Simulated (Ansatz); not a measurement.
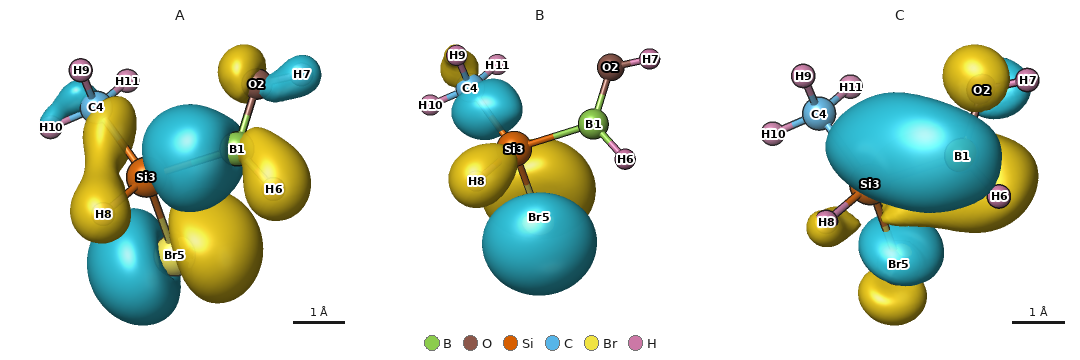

The picture shows: CH6BBrOSi. Three frontier orbitals at ±0.1 Å⁻³ᐟ² (yellow and cyan are the two phases), in no order.

The calculation used Ansatz, RKS B3LYP/def2-SVP.

Input file:

```
crystal:
  periodic: [false, false, false]
  atoms:
    - { symbol: B, position_ang: [-0.9796, 1.6937, 1.0748] }
    - { symbol: O, position_ang: [-0.9993, 0.2917, 0.8342] }
    - { symbol: Si, position_ang: [0.1937, 0.034, -0.3627] }
    - { symbol: C, position_ang: [0.7407, -1.7702, -0.3791] }
    - { symbol: Br, position_ang: [-0.531, 0.6212, -2.4081] }
    - { symbol: H, position_ang: [-0.3662, 2.2345, 1.9149] }
    - { symbol: H, position_ang: [-1.86531, 0.03653, 1.24042] }
    - { symbol: H, position_ang: [1.4821, 0.8155, -0.0353] }
    - { symbol: H, position_ang: [1.0496, -2.0665, 0.6643] }
    - { symbol: H, position_ang: [1.4533, -1.9581, -1.1158] }
    - { symbol: H, position_ang: [-0.2455, -2.3762, -0.604] }
basis:
  gaussian: { orbitals: def2-SVP }
hamiltonian:
  xc: b3lyp
relax:
  f_tol: 0.02
  max_steps: 50
output:
  orbitals: {}
```

Command:

```sh
ansatz run input.yaml --threads 2 --pin off --max-ram 3072MiB --backend cpu --events-out ev --progress --plain --runs-dir out
```

The fields are those of the run's last geometry, not of the input's.

Order the three orbitals by energy and name them.

Answer. B is the HOMO−1 (−7.49 eV). It lies mainly on Br5 (about 80 %); largely a lone pair of Br5. A is the HOMO (−7.15 eV). Its weight (Hirshfeld) is mainly on Br5 (about 50 %), B1 (about 15 %) and Si3 (about 15 %). C is the LUMO (−1.37 eV). By Hirshfeld shares it lies mainly on B1 (about 45 %), Si3 (about 20 %), O2 (about 15 %) and Br5 (about 10 %).

What is the HOMO–LUMO gap?

Answer. 5.78 eV between the orbital energies.
